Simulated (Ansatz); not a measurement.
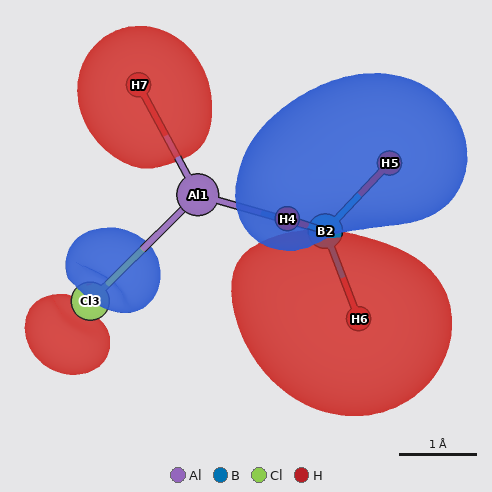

AlBClH4 (charge −1). The HOMO−1 at ±0.08 Å⁻³ᐟ² (blue and red are the two phases), seen at a tilt.

Geometry: PBE-D3(BJ)/def2-SVPD.

The calculation used isolated molecule in a Gaussian basis; Kohn-Sham density functional theory, functional PBE0 (Ansatz 0.2.0).

Input

```
crystal:
  periodic: [false, false, false]
  atoms:
    - {symbol: Al, position_ang: [2.507816, 0.240096, 0.327159]}
    - {symbol: B, position_ang: [1.320654, 0.587193, -1.343629]}
    - {symbol: Cl, position_ang: [2.754442, -1.671585, 1.515850]}
    - {symbol: H, position_ang: [2.215867, 0.567445, -2.217207]}
    - {symbol: H, position_ang: [0.886371, 1.745614, -1.239330]}
    - {symbol: H, position_ang: [0.449518, -0.259196, -1.558201]}
    - {symbol: H, position_ang: [3.653439, 1.187555, 1.036490]}
basis:
  gaussian:
    orbitals: def2-TZVPD
total_charge: -1
hamiltonian:
  xc: pbe0
output: {forces: true, orbitals: {seedname: orbitals}}
```

Launched as:

```sh
ansatz run input.yaml --threads 2 --pin off --max-ram 4350MiB --events-out events.jsonl --progress --plain --runs-dir runs
```

**Where does this orbital lie, and at what energy?**

It lies mainly on B2 (about 35 %), H6 (about 30 %) and H5 (about 15 %). Its energy is −3.65 eV.
